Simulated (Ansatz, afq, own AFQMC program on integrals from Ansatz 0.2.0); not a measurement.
**SiGe3H10+ (doublet): quantum Monte Carlo beside coupled cluster as a vertical ion, def2-SVP**

How near does AFQMC come to the top of the ladder for SiGe3H10+ (doublet)?

Method: def2-SVP, frozen cores; program: Ansatz 0.2.0, Gaussian basis, and an in-house AFQMC program (afq) on its integrals; all values are calculated.

The runs, in order: CCSD(T) on UHF; PBE (unrestricted); CCSD(T) on UHF; MP2 on UHF; r2SCAN (unrestricted); PBE0 (unrestricted); B3LYP (unrestricted); wB97M-V (unrestricted); B2PLYP (unrestricted); Phaseless AFQMC, CISD trial on UHF.

2 further runs of the same task are left out: 2 that didn't finish.

## Step 1: The system

The geometry is that of the parent species, a PBE0/def2-SVP stationary point (not a proven minimum); the ion is not relaxed. No spin-orbit coupling is included. The filled d shell of Ge may be among the frozen orbitals whatever the setting's name suggests; the logs give the count.

14 atoms, charge 1, spin multiplicity 2.

Atoms are counted from 1 here; the program's logs count them from 0.

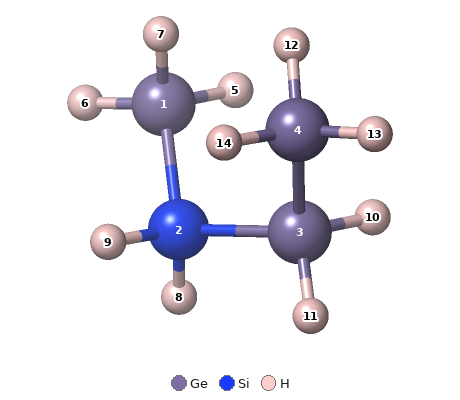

The geometry (germanium purple, silicon blue, hydrogen pink); atoms are numbered from 1 in the order of the file.

## Step 2: CCSD(T) on UHF

in.yaml

```yaml
crystal:
  periodic: [false, false, false]
  atoms:
    - {symbol: Ge, position_ang: [-0.258331, 2.464168, 0.321010]}
    - {symbol: Si, position_ang: [0.562570, 0.521628, 1.437321]}
    - {symbol: Ge, position_ang: [-0.420444, -1.464510, 0.548212]}
    - {symbol: Ge, position_ang: [0.162310, -1.759445, -1.790147]}
    - {symbol: H, position_ang: [-1.787305, 2.566530, 0.483179]}
    - {symbol: H, position_ang: [0.382246, 3.741154, 0.897652]}
    - {symbol: H, position_ang: [0.064909, 2.391991, -1.184070]}
    - {symbol: H, position_ang: [0.265612, 0.628724, 2.901261]}
    - {symbol: H, position_ang: [2.048503, 0.446314, 1.268019]}
    - {symbol: H, position_ang: [-1.955703, -1.382928, 0.681469]}
    - {symbol: H, position_ang: [0.056174, -2.693597, 1.350626]}
    - {symbol: H, position_ang: [-0.376186, -0.580780, -2.623195]}
    - {symbol: H, position_ang: [-0.437798, -3.066794, -2.340391]}
    - {symbol: H, position_ang: [1.693430, -1.812456, -1.950934]}
basis:
  gaussian: {orbitals: def2-SVP}
total_charge: 1
magnetization: {spin_polarized: true, initial_magnetization: 1}
correlation: {method: ccsd_t, electrons: outside_noble_gas, hamiltonian_folder: ham}
```

Command:

```bash
$ ansatz run in.yaml --threads 1 --pin off --events-out ev --progress --plain --max-ram 24576MiB --backend cuda --devices 0, --max-vram 18GiB
```

The program printed, shortened:

```text
Functional definition: HF
  name "HF"
  cite "Fock, Z. Phys. 61, 126 (1930) doi:10.1007/BF01340294"
  parent pbe
[...]
1627 factors; integrals over basis functions are off by at most 1.4e-3 eV
[...]
mean field -177408.41520106 eV, -6519.6390068961 hartree, gradient 1.9e-6 eV, S^2 0.777463; 8 other end points of the search recorded, 0 dependent functions left out
determinant -177408.41520106 eV, -6519.6390068961 hartree, with singles and doubles -177421.24284694 eV, -6520.1104141875 hartree
determinant -177407.48920517 eV, -6519.6049771748 hartree, with singles and doubles -177420.64326114 eV, -6520.0883798157 hartree
determinant -177406.71830008 eV, -6519.5766469353 hartree, with singles and doubles -177419.91328690 eV, -6520.0615537570 hartree
determinant -177406.12513706 eV, -6519.5548485963 hartree, with singles and doubles -177418.92990809 eV, -6520.0254152522 hartree
determinant -177406.11049533 eV, -6519.5543105227 hartree, with singles and doubles -177418.89924291 eV, -6520.0242883278 hartree
47 core orbitals not correlated: weight in the atoms' cores, before any rotation towards them, 1.000 or more for the frozen orbitals, at most 0.000 for the correlated occupied ones
reference -177408.41520106 eV, -6519.6390068961 hartree; 13, 12 occupied and 104, 105 virtual orbitals, 1627 factors
second order -10.44127315 eV of doubles, -0.00000000 eV of singles
cycle   1  -12.82844200 eV  change   -8.0e-4 eV  update   3.9e-3
[...]
cycle  13  -12.83162807 eV  change    8.7e-6 eV  update   1.3e-5
perturbative correction -0.37596708 eV, -0.0138165352 hartree
Total energy: -177421.62279620 eV, -6520.1243770652 hartree
```

Wall time 18 s (1 × NVIDIA H100 80GB HBM3 with 1 thread of AMD EPYC 7R13 (Zen 3), shared host); peak host memory 2.6 GiB.

From the report: ⟨S²⟩ of the determinant 0.777 (pure doublet: 0.75); correlation -13.2076 eV; T1 0.020; largest double amplitude 0.02.

This run also writes the integrals to the folder ham.

## Step 3: PBE (unrestricted)

in.yaml: that of step 2 with these lines changed.

```diff
@@ -21,2 +21,3 @@
 magnetization: {spin_polarized: true, initial_magnetization: 1}
-correlation: {method: ccsd_t, electrons: outside_noble_gas, hamiltonian_folder: ham}
+hamiltonian: {xc: {name: PBE}}
+output: {orbitals: {seedname: orbitals}}
```

Command:

```bash
$ ansatz run in.yaml --threads 1 --pin off --events-out ev --progress --plain --max-ram 8192MiB --backend cpu
```

The program printed:

```text
Functional definition: PBE
  name "PBE"
  cite "Perdew, Burke & Ernzerhof, Phys. Rev. Lett. 77, 3865 (1996) doi:10.1103/PhysRevLett.77.3865"
  parent pbe
  parameter kappa = 0.804
  parameter beta = 0.06672455060314922
  exchange = pbe_x(kappa = kappa, mu = beta*pi^2/3)
  correlation = pbe_c(beta = beta)
1829 factors; their error is unknown
mean field evaluation 1: about -177529.9722 eV, gradient 2.3e1 eV
mean field evaluation 2: about -177528.7049 eV, gradient 2.6e1 eV
mean field evaluation 4: about -177531.7576 eV, gradient 5.1e0 eV
mean field evaluation 8: about -177532.0007 eV, gradient 3.4e-1 eV
mean field evaluation 16: about -177531.8718 eV, gradient 2.5e-3 eV
mean field evaluation 32: about -177531.7238 eV, gradient 6.2e-1 eV
mean field evaluation 64: about -177531.6693 eV, gradient 2.5e-1 eV
mean field -177531.87181296 eV, -6524.1759537014 hartree, gradient 3.4e-5 eV, S^2 0.752450; 8 other end points of the search recorded, 0 dependent functions left out
reference -177531.87186046 eV, -6524.1759554472 hartree; 60, 59 occupied and 104, 105 virtual orbitals, 1829 factors
Total energy: -177531.87186046 eV, -6524.1759554472 hartree
```

It took 29 s on 1 thread of AMD EPYC 7R13 (Zen 3), shared host; peak memory 2.6 GiB.

From the report: ⟨S²⟩ of the determinant 0.752 (pure doublet: 0.75).

## Step 4: CCSD(T) on UHF

in.yaml: that of step 3 with these lines changed.

```diff
@@ -18,6 +18,5 @@
 basis:
-  gaussian: {orbitals: def2-SVP}
+  gaussian: {orbitals: def2-TZVPP}
 total_charge: 1
 magnetization: {spin_polarized: true, initial_magnetization: 1}
-hamiltonian: {xc: {name: PBE}}
-output: {orbitals: {seedname: orbitals}}
+correlation: {method: ccsd_t, electrons: outside_noble_gas}
```

Command:

```bash
$ ansatz run in.yaml --threads 1 --pin off --events-out ev --progress --plain --max-ram 24576MiB --backend cuda --devices 0, --max-vram 18GiB
```

The program printed, shortened:

```text
Functional definition: HF
  name "HF"
  cite "Fock, Z. Phys. 61, 126 (1930) doi:10.1007/BF01340294"
  parent pbe
[...]
1953 factors; integrals over basis functions are off by at most 1.1e-3 eV
[...]
mean field -177432.94930584 eV, -6520.5406186170 hartree, gradient 3.4e-6 eV, S^2 0.782443; 9 other end points of the search recorded, 0 dependent functions left out
determinant -177432.94930584 eV, -6520.5406186170 hartree, with singles and doubles -177448.50926087 eV, -6521.1124364174 hartree
determinant -177431.97259663 eV, -6520.5047252154 hartree, with singles and doubles -177447.88384829 eV, -6521.0894529292 hartree
determinant -177431.17424743 eV, -6520.4753864238 hartree, with singles and doubles -177447.14599657 eV, -6521.0623373786 hartree
determinant -177430.57174314 eV, -6520.4532447993 hartree, with singles and doubles -177446.14448762 eV, -6521.0255326035 hartree
determinant -177430.56242897 eV, -6520.4529025098 hartree, with singles and doubles -177446.11407284 eV, -6521.0244148808 hartree
47 core orbitals not correlated: weight in the atoms' cores, before any rotation towards them, 0.999 or more for the frozen orbitals, at most 0.000 for the correlated occupied ones
reference -177432.94930584 eV, -6520.5406186170 hartree; 13, 12 occupied and 266, 267 virtual orbitals, 1953 factors
second order -12.80242391 eV of doubles, -0.00000000 eV of singles
cycle   1  -15.13406807 eV  change    -1.1e0 eV  update   3.1e-2
[...]
cycle  15  -15.16549042 eV  change    2.6e-7 eV  update   1.8e-5
perturbative correction -0.53505971 eV, -0.0196630817 hartree
Total energy: -177448.64985598 eV, -6521.1176031923 hartree
```

Wall time 35 s (1 × NVIDIA H100 80GB HBM3 with 1 thread of AMD EPYC 7R13 (Zen 3), shared host); peak host memory 2.6 GiB.

From the report: ⟨S²⟩ of the determinant 0.782 (pure doublet: 0.75); correlation -15.7006 eV; T1 0.021; largest double amplitude 0.02.

## Step 5: MP2 on UHF

in.yaml: that of step 4 with these lines changed.

```diff
@@ -18,5 +18,5 @@
 basis:
-  gaussian: {orbitals: def2-TZVPP}
+  gaussian: {orbitals: "def2-QZVPP.json"}
 total_charge: 1
 magnetization: {spin_polarized: true, initial_magnetization: 1}
-correlation: {method: ccsd_t, electrons: outside_noble_gas}
+correlation: {method: mp2, electrons: outside_noble_gas}
```

Same command.

The program printed, shortened:

```text
Functional definition: HF
  name "HF"
  cite "Fock, Z. Phys. 61, 126 (1930) doi:10.1007/BF01340294"
  parent pbe
[...]
3943 factors; integrals over basis functions are off by at most 1.1e-3 eV
[...]
mean field -177436.65766430 eV, -6520.6768982767 hartree, gradient 5.6e-6 eV, S^2 0.782784; 4 other end points of the search recorded, 0 dependent functions left out
47 core orbitals not correlated: weight in the atoms' cores, before any rotation towards them, 1.000 or more for the frozen orbitals, at most 0.000 for the correlated occupied ones
reference -177436.65766430 eV, -6520.6768982767 hartree; 13, 12 occupied and 577, 578 virtual orbitals, 3943 factors
second order -13.63011733 eV of doubles, -0.00000000 eV of singles
Total energy: -177450.28778163 eV, -6521.1777958496 hartree
```

It took 16 s on 1 × NVIDIA H100 80GB HBM3 with 1 thread of AMD EPYC 7R13 (Zen 3), shared host; peak host memory 2.6 GiB.

From the report: ⟨S²⟩ of the determinant 0.783 (pure doublet: 0.75).

## Step 6: r2SCAN (unrestricted)

in.yaml: that of step 5 with these lines changed.

```diff
@@ -18,5 +18,5 @@
 basis:
-  gaussian: {orbitals: "def2-QZVPP.json"}
+  gaussian: {orbitals: def2-SVP}
 total_charge: 1
 magnetization: {spin_polarized: true, initial_magnetization: 1}
-correlation: {method: mp2, electrons: outside_noble_gas}
+hamiltonian: {xc: {name: r2SCAN}}
```

Command:

```bash
$ ansatz run in.yaml --threads 1 --pin off --events-out ev --progress --plain --max-ram 8192MiB --backend cpu
```

The program printed, shortened:

```text
Functional definition: r2SCAN
  name "r2SCAN"
  cite "Furness, Kaplan, Ning, Perdew & Sun, J. Phys. Chem. Lett. 11, 8208 (2020) doi:10.1021/acs.jpclett.0c02405"
  cite "Furness, Kaplan, Ning, Perdew & Sun, J. Phys. Chem. Lett. 11, 9248 (2020) doi:10.1021/acs.jpclett.0c03077"
  parent r2scan
[...]
1829 factors; their error is unknown
[...]
mean field -177561.14272463 eV, -6525.2516398648 hartree, gradient 3.4e-5 eV, S^2 0.756727; 6 other end points of the search recorded, 0 dependent functions left out
reference -177561.14274075 eV, -6525.2516404573 hartree; 60, 59 occupied and 104, 105 virtual orbitals, 1829 factors
Total energy: -177561.14274075 eV, -6525.2516404573 hartree
```

Run time: 54 s. Hardware: 1 thread of AMD EPYC 7R13 (Zen 3), shared host; peak memory 2.6 GiB.

From the report: ⟨S²⟩ of the determinant 0.757 (pure doublet: 0.75).

## Step 7: PBE0 (unrestricted)

in.yaml: that of step 6 with these lines changed.

```diff
@@ -21,2 +21,3 @@
 magnetization: {spin_polarized: true, initial_magnetization: 1}
-hamiltonian: {xc: {name: r2SCAN}}
+hamiltonian: {xc: {name: PBE0}}
+output: {orbitals: {seedname: orbitals}}
```

Same command.

The program printed, shortened:

```text
Functional definition: PBE0
  name "PBE0"
  cite "Adamo & Barone, J. Chem. Phys. 110, 6158 (1999) doi:10.1063/1.478522"
  cite "Perdew, Burke & Ernzerhof, Phys. Rev. Lett. 77, 3865 (1996) doi:10.1103/PhysRevLett.77.3865"
  parent pbe
[...]
1627 factors; integrals over basis functions are off by at most 1.4e-3 eV
[...]
mean field -177537.35029833 eV, -6524.3772843253 hartree, gradient 3.0e-5 eV, S^2 0.756321; 5 other end points of the search recorded, 0 dependent functions left out
reference -177537.35033405 eV, -6524.3772856383 hartree; 60, 59 occupied and 104, 105 virtual orbitals, 1627 factors
Total energy: -177537.35033405 eV, -6524.3772856383 hartree
```

Run time: 45 s. Hardware: 1 thread of AMD EPYC 7R13 (Zen 3), shared host; peak memory 3.3 GiB.

From the report: ⟨S²⟩ of the determinant 0.756 (pure doublet: 0.75).

## Step 8: B3LYP (unrestricted)

in.yaml: that of step 7 with these lines changed.

```diff
@@ -21,3 +21,2 @@
 magnetization: {spin_polarized: true, initial_magnetization: 1}
-hamiltonian: {xc: {name: PBE0}}
-output: {orbitals: {seedname: orbitals}}
+hamiltonian: {xc: {name: B3LYP}}
```

Same command.

The program printed, shortened:

```text
Functional definition: B3LYP
  name "B3LYP"
  cite "Stephens, Devlin, Chabalowski & Frisch, J. Phys. Chem. 98, 11623 (1994) doi:10.1021/j100096a001"
  cite "Becke, Phys. Rev. A 38, 3098 (1988) doi:10.1103/PhysRevA.38.3098"
  cite "Lee, Yang & Parr, Phys. Rev. B 37, 785 (1988) doi:10.1103/PhysRevB.37.785"
  cite "Vosko, Wilk & Nusair, Can. J. Phys. 58, 1200 (1980) doi:10.1139/p80-159"
[...]
1627 factors; integrals over basis functions are off by at most 1.4e-3 eV
[...]
mean field -177566.70213107 eV, -6525.4559442832 hartree, gradient 4.1e-5 eV, S^2 0.754496; 5 other end points of the search recorded, 0 dependent functions left out
reference -177566.70246558 eV, -6525.4559565763 hartree; 60, 59 occupied and 104, 105 virtual orbitals, 1627 factors
Total energy: -177566.70246558 eV, -6525.4559565763 hartree
```

Wall time 37 s (1 thread of AMD EPYC 7R13 (Zen 3), shared host); peak memory 3.3 GiB.

From the report: ⟨S²⟩ of the determinant 0.754 (pure doublet: 0.75).

## Step 9: wB97M-V (unrestricted)

in.yaml: that of step 8 with these lines changed.

```diff
@@ -21,2 +21,3 @@
 magnetization: {spin_polarized: true, initial_magnetization: 1}
-hamiltonian: {xc: {name: B3LYP}}
+hamiltonian: {xc: {name: wB97M-V}}
+output: {orbitals: {seedname: orbitals}}
```

Same command.

The program printed, shortened:

```text
Functional definition: wB97M-V
  name "wB97M-V"
  cite "Mardirossian & Head-Gordon, J. Chem. Phys. 144, 214110 (2016) doi:10.1063/1.4952647"
  cite "Becke, J. Chem. Phys. 107, 8554 (1997) doi:10.1063/1.475007"
  cite "Vydrov & Van Voorhis, J. Chem. Phys. 133, 244103 (2010) doi:10.1063/1.3521275"
  # Of w^i u^j: cxij and so on, Table III.
[...]
  gx(w, u) = 1 - cx + cx01*u + cx10*w
  gss(w, u) = css00 + css04*u^4 + css10*w + css20*w^2 + css43*w^4*u^3
  gos(w, u) = cos00 + cos10*w + (cos20 + cos21*u)*w^2 + (cos60 + cos61*u)*w^6
[...]
      + integral(e_c_pw_mod_opposite_spin*gos(b97_w_opposite, b97_u_opposite)) + vv10(b, c)
1627 factors; integrals over basis functions are off by at most 1.4e-3 eV
508 factors; integrals over basis functions are off by at most 4.6e-6 eV
[...]
mean field -177550.93663330 eV, -6524.8765729265 hartree, gradient 1.9e-5 eV, S^2 0.756778; 4 other end points of the search recorded, 0 dependent functions left out
reference -177550.93669193 eV, -6524.8765750812 hartree; 60, 59 occupied and 104, 105 virtual orbitals, 1627 factors
Total energy: -177550.93669193 eV, -6524.8765750812 hartree
```

It took 2.1 min on 1 thread of AMD EPYC 7R13 (Zen 3), shared host; peak memory 3.3 GiB.

From the report: ⟨S²⟩ of the determinant 0.757 (pure doublet: 0.75).

## Step 10: B2PLYP (unrestricted)

in.yaml: that of step 9 with these lines changed.

```diff
@@ -21,3 +21,3 @@
 magnetization: {spin_polarized: true, initial_magnetization: 1}
-hamiltonian: {xc: {name: wB97M-V}}
-output: {orbitals: {seedname: orbitals}}
+hamiltonian: {xc: {name: B2PLYP}}
+correlation: {electrons: outside_noble_gas}
```

The command is unchanged.

The program printed, shortened:

```text
Functional definition: B2PLYP
  name "B2PLYP"
  cite "Grimme, J. Chem. Phys. 124, 034108 (2006) doi:10.1063/1.2148954"
  cite "Becke, Phys. Rev. A 38, 3098 (1988) doi:10.1103/PhysRevA.38.3098"
  cite "Lee, Yang & Parr, Phys. Rev. B 37, 785 (1988) doi:10.1103/PhysRevB.37.785"
[...]
1627 factors; integrals over basis functions are off by at most 1.4e-3 eV
[...]
mean field -177520.10894952 eV, -6523.7436764431 hartree, gradient 8.3e-6 eV, S^2 0.762203; 4 other end points of the search recorded, 0 dependent functions left out
47 core orbitals not correlated: weight in the atoms' cores, before any rotation towards them, 0.999 or more for the frozen orbitals, at most 0.000 for the correlated occupied ones
reference -177520.10916442 eV, -6523.7436843408 hartree; 13, 12 occupied and 104, 105 virtual orbitals, 1627 factors
second order -13.28317936 eV of doubles, -0.00000000 eV of singles
Total energy: -177523.69562285 eV, -6523.8754842569 hartree
```

It took 45 s on 1 thread of AMD EPYC 7R13 (Zen 3), shared host; peak memory 3.3 GiB.

From the report: ⟨S²⟩ of the determinant 0.762 (pure doublet: 0.75).

## Step 11: Phaseless AFQMC, CISD trial on UHF

It reads the integrals that the CCSD(T) run on this determinant wrote.

Command:

```bash
$ afq ham --method phaseless --trial cisd --walkers 700 --populations 10 --least-time 60 --time-step 0.005 --steps-per-block 50 --equilibration-blocks 28 --max-blocks 4000 --target-error 0.0003 --factor-cut 1e-05 --start spin_pure --seed 2913 --release-times 0.21,0.42,0.63,0.9 --release-step 0.03 --release-every 5 --taylor-order 6
```

The program printed:

```text
orbitals 117  electrons 13 12  factors 1074 of 1627
reference energy -6519.63900690 Eh
CCSD correlation -0.47155420 Eh in 21 cycles, weight of the determinant in the CISD state 0.7593
energy of the start -6520.108273 Eh
 block  time / (1/Eh)  mean weight  energy / Eh
     1     0.250  0.9993  -6520.088676
     2     0.500  0.9991  -6520.091400
     3     0.750  1.0001  -6520.098379
     4     1.000  0.9990  -6520.103700
     5     1.250  0.9992  -6520.108704
     6     1.500  0.9992  -6520.113181
     7     1.750  0.9999  -6520.114250
     8     2.000  1.0002  -6520.118105
     9     2.250  1.0006  -6520.120356
    10     2.500  0.9994  -6520.120227
    19     4.750  0.9998  -6520.124822
    28     7.000  1.0003  -6520.122634
    37     9.250  1.0006  -6520.126235
    46    11.500  1.0007  -6520.130024
    55    13.750  0.9993  -6520.124754
    64    16.000  0.9996  -6520.127189
    73    18.250  0.9994  -6520.125898
    82    20.500  1.0013  -6520.128659
    91    22.750  0.9998  -6520.122159
   100    25.000  0.9991  -6520.123717
   109    27.250  1.0008  -6520.124518
   118    29.500  0.9993  -6520.126743
   127    31.750  1.0005  -6520.122610
   136    34.000  1.0003  -6520.125452
   145    36.250  1.0005  -6520.126317
   154    38.500  0.9996  -6520.124550
   163    40.750  0.9992  -6520.124639
   172    43.000  1.0002  -6520.123686
   181    45.250  1.0010  -6520.122568
   190    47.500  0.9992  -6520.125081
   199    49.750  0.9997  -6520.127202
   208    52.000  1.0004  -6520.125054
   217    54.250  0.9988  -6520.128508
   226    56.500  0.9983  -6520.123668
   235    58.750  0.9995  -6520.129400
   244    61.000  1.0002  -6520.124681
   253    63.250  0.9997  -6520.125550
   262    65.500  1.0012  -6520.126282
   271    67.750  1.0000  -6520.126535
   280    70.000  0.9996  -6520.128883
   289    72.250  1.0007  -6520.125344
   298    74.500  1.0015  -6520.124532
   307    76.750  1.0003  -6520.125691
   316    79.000  0.9988  -6520.123359
   325    81.250  1.0001  -6520.126727
   334    83.500  0.9995  -6520.122911
   343    85.750  1.0013  -6520.124025
   352    88.000  1.0004  -6520.127369
   361    90.250  1.0009  -6520.125033
error from the spread of 10 populations
released: time / (1/Eh)  energy / Eh  error  mean overlap
  0.21  -6520.126181  0.000238  1.0014
  0.42  -6520.126732  0.000263  0.9947
  0.63  -6520.127194  0.000339  0.9927
  0.90  -6520.127876  0.000345  0.9884
energy -6520.125639 +/- 0.000315 Eh
```

It took 6 min on 1 × NVIDIA H100 80GB HBM3 with 2 threads of AMD EPYC 7R13 (Zen 3), shared host; peak host memory 3.3 GiB.

Energy -177421.6571 ± 0.0086 eV. Caveats: constraint bias not in the error.

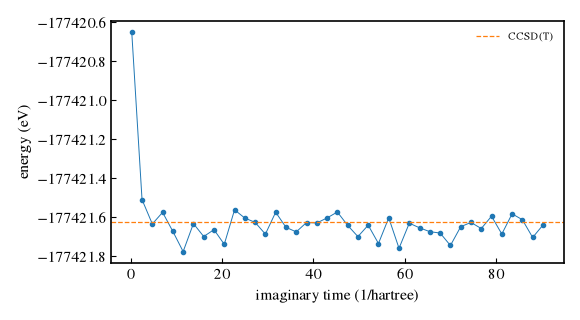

Block energies along the walk.

## Step 12: AFQMC on the ladder

On the UHF determinant, counted from CCSD(T) (a yardstick, not exact):

```csv
level,energy (eV),from CCSD(T) (kcal/mol),statistical error (kcal/mol),time
HF,-177408.4152,+304.57,,
MP2,-177418.8565,+63.79,,
CCSD,-177421.2468,+8.67,,
CCSD(T),-177421.6228,0.00,,
"Phaseless AFQMC, CISD trial, step 0.005, 700 walkers",-177421.6571,-0.79,0.20,6 min
```

The functionals' totals stand on their own zeros and serve differences with other points: PBE -177531.872 eV; r2SCAN -177561.143 eV; PBE0 -177537.350 eV; B3LYP -177566.702 eV; wB97M-V -177550.937 eV; B2PLYP -177523.696 eV.

## Step 13: What came out

| quantity | value |
| --- | --- |
| Phaseless AFQMC, CISD trial on UHF from CCSD(T) | -0.79 ± 0.20 kcal/mol |

In words: On UHF the phaseless walk with the CISD trial lies -0.79 kcal/mol from CCSD(T), 4 times its error bar. Error bars are statistical and leave out the constraint, the time step and what remains of the start.
